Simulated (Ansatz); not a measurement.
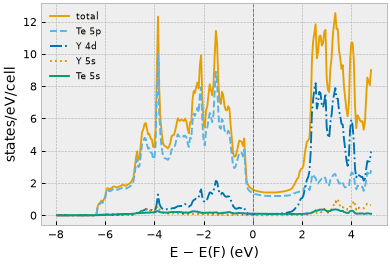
Figure: Total and projected density of states of YTe₃ in space group Cmcm (No. 63; Y on 4c, Te on 4c, Te on 4c, Te on 4c), DFT-r²SCAN in the program Ansatz with PAW potentials

Task: Which orbitals carry the states next to the Fermi level?

Result: Within 0.5 eV of the Fermi level: Te 5p 85 %, Y 4d 7 %. Projections are on Löwdin-orthogonalised atomic valence shells; empty p or d shells of many metals are not among them.

Task: Where is the tallest occupied peak in this window, and what makes it?

Result: Near -3.8 eV, about 12 states/eV per cell; the largest projected share is Te 5p.

The first step of the workflow began from a Materials Project structure, measured or hypothetical; the Crystallography Open Database copy checked does not list it. Whether it is the stable phase at ambient conditions was not checked. Symmetry was held in the r²SCAN relaxation; whether a distortion lowers the energy is not shown. No spin polarisation was allowed. A crystal of weakly bound layers computed without a dispersion correction: the cell and the soft elastic constants depend strongly on that. Scalar-relativistic: spin–orbit coupling is off unless named, which matters more the heavier the elements.

Potentials: the earlier of the program's two PAW sets.
